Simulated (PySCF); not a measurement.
Vertical excitations of a molecule C3H7NSi from PySCF with TDDFT-B3LYP/def2-SVPD, as energy in eV (oscillator strength): 4.69 (0.002), 6.20 (0.000), 6.55 (0.019), 6.89 (0.014), 7.03 (0.087), 7.08 (0.111), 7.26 (0.174), 7.55 (0.001), 7.58 (0.014), 7.64 (0.000). Lowest triplet (TDA): 3.89 eV. The structure is a stationary point at PBE0-D3(BJ)/def2-SVP. Other conformers were not sampled.

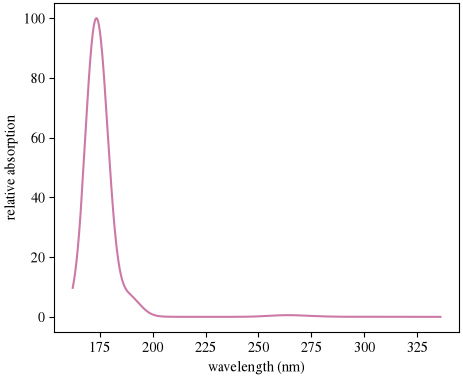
Fig. 1. The lines broadened by 0.4 eV.

Problem. Pick the molecule that these values belong to.
(A) [SiH3]C1=NCC1
(B) C1=NCC[SiH2]1
(C) C=C/N=C/[SiH3]
(D) N[C@H]1C=C[SiH2]1

Solution. A, [SiH3]C1=NCC1
